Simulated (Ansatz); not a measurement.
# Calculations on CH₆BFSSi

Part 1: Relaxation

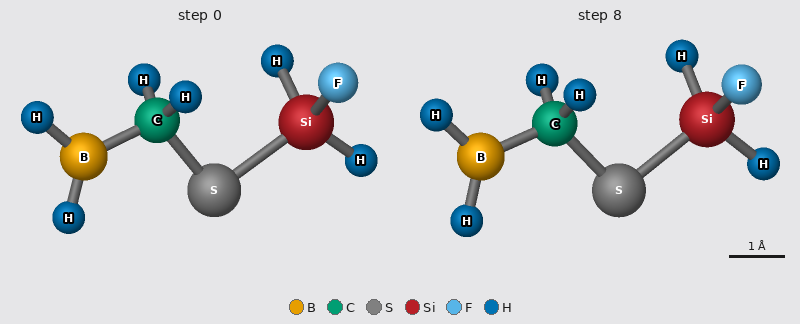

The structure of CH₆BFSSi before (left) and after (right) a relaxation, at one scale.

Style: ball-and-stick. Shown at a tilt.

The run prepares an end point of a later path (hydrogen shift) calculation, from a guessed geometry.

The calculation used RKS r2SCANh-D4/def2-SVP in Ansatz. Set-up: no spin polarisation; force threshold 0.02 eV/Å; at most 50 steps.

> Summarise the run.

After 8 geometry steps the energy has fallen by 34.0 kJ/mol. The largest force component goes from 2 to 0.02 eV/Å. The atom that moves furthest after the best rigid fit is an H atom (0.14 Å). By element the largest moves are H 0.14 Å, F 0.11 Å, S 0.09 Å, C 0.07 Å, B 0.07 Å, Si 0.07 Å. Some distances before and after: H–Si 1.419 → 1.482 Å, F–Si 1.683 → 1.625 Å, B–H 1.150 → 1.204 Å, H–Si 1.539 → 1.486 Å. Bond angles that change, for instance: H–C–H 113.7° → 104.9°, B–C–S 107.9° → 114.7°, S–Si–H 105.7° → 111.1°. The run took 28 s on 2 threads of Intel(R) Xeon(R) Platinum 8488C (Sapphire Rapids), on a shared host, peak memory 0.28 GiB.

Part 2: Relaxation

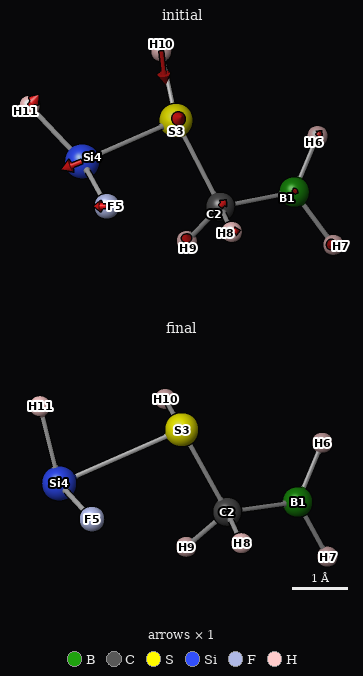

The structure of CH6BFSSi before (top) and after (bottom) a relaxation, at one scale. The red arrows give the displacements, at their true length.

Style: ball-and-stick. Shown at a tilt.

The run prepares an end point of a later path (hydrogen shift) calculation, from a guessed geometry.

The calculation used RKS r2SCANh-D4/def2-SVP in Ansatz. Settings: no spin polarisation; force threshold 0.02 eV/Å; at most 50 steps.

**Summarise the run.**

After 13 accepted moves (14 points after the start) the energy has fallen by 310.7 kJ/mol. The largest force component goes from 3.5 to 0.018 eV/Å. The line search rejected the trial step at point 6 of the run. The atom that moves furthest after the best rigid fit is H10 (0.70 Å). Largest moves by element: H 0.70 Å, Si 0.47 Å, S 0.45 Å, F 0.29 Å, C 0.20 Å, B 0.11 Å. Some distances before and after: S3–Si4 2.134 → 2.491 Å, Si4–H11 1.419 → 1.543 Å, B1–H6 1.150 → 1.204 Å, C2–S3 1.792 → 1.827 Å. Among the angles between lasting bonds that change: C2–S3–H10 147.5° → 98.0°, S3–Si4–H11 111.9° → 84.8°, S3–Si4–F5 110.9° → 89.7°. Cost: 41 s on 2 threads of Intel(R) Xeon(R) Platinum 8488C (Sapphire Rapids), on a shared host, peak memory 0.3 GiB.

Part 3: Path

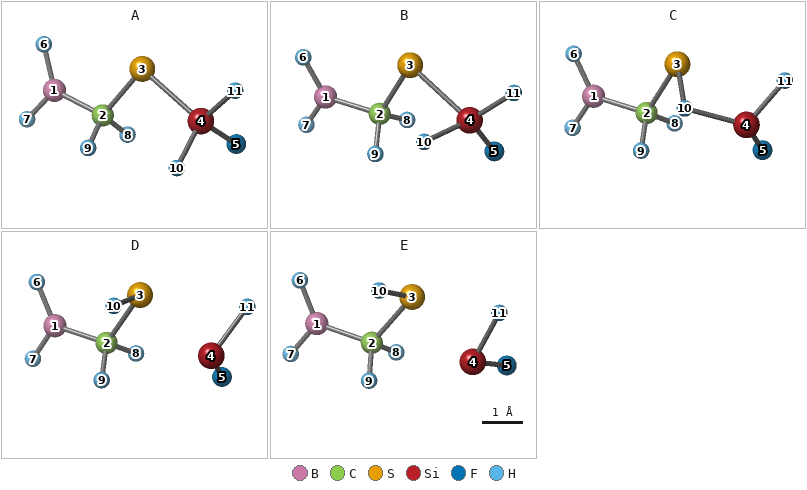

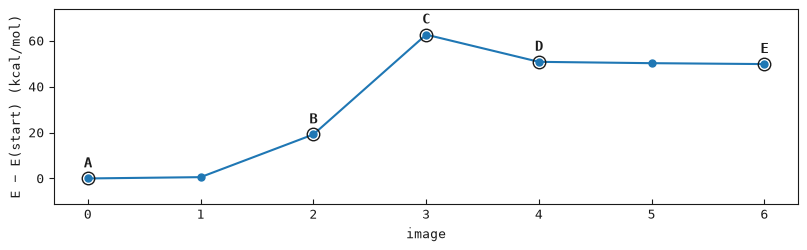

NEB run on CH$_{6}$BFSSi. Images are numbered from 0 (start) to 6 (end). Frames A to E are images 0, 2, 3, 4, 6. A ball-and-stick model, seen at a tilt.

Computed with Ansatz, RKS r2SCANh-D4/def2-SVP. Set-up: 5 movable images; climbing image; force threshold 0.05 eV/Å; iteration limit 60; starting path through a guess of the saddle point.

Q: Describe the mechanism and the energy profile.

A: A hydrogen atom shifts from one atom to another. Breaking: Si4–H10 (1.49 → 1.66 at the top → 2.99 Å). Forming: S3–H10 (2.99 → 1.60 at the top → 1.35 Å). Forward barrier 62.7 kcal/mol, backward barrier 12.8 kcal/mol, with image 3 at the top; the reaction energy is +49.8 kcal/mol. The band converged in 19 iterations. The largest component of the band force went from 3.9 to 0.05 eV/Å. The climbing image converged on the top of the path. Its vibrational analysis gives one imaginary mode (734i cm⁻¹), as a transition state must have.

Cost: 3.6 min on 2 threads of Intel(R) Xeon(R) Platinum 8488C (Sapphire Rapids), with other jobs on the host, peak memory 0.29 GiB.
